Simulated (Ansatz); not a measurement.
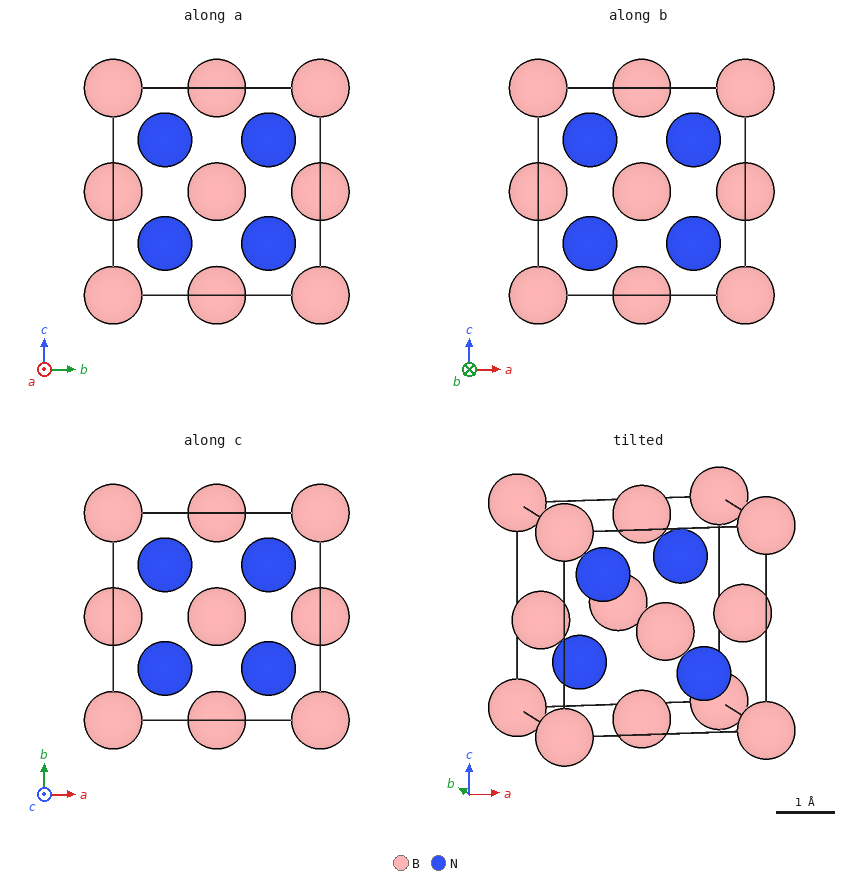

Spheres-only representation of a periodic structure, projected along the a axis, along the b axis, along the c axis and slightly off an axis. One conventional unit cell is framed, with atoms on its boundary repeated.

Lattice parameters: a = 3.597 Å, b = 3.597 Å, c = 3.597 Å, α = 90.00°, β = 90.00°, γ = 90.00°.

Question: Reconstruct the structure as a table of Wyckoff sites.

Answer: Space group F-43m (No. 216).
| atom | site | x | y | z |
| --- | --- | --- | --- | --- |
| B | 4a | 0.0000 | 0.0000 | 0.0000 |
| N | 4d | 0.2500 | 0.2500 | 0.7500 |

Starting structure: a structure type filled with these elements by a generator (whether the compound takes this form wasn't checked). The atoms were relaxed in a fixed cell with DFT PBE0, scalar-relativistic, plane waves, PAW in Ansatz 0.2.0.
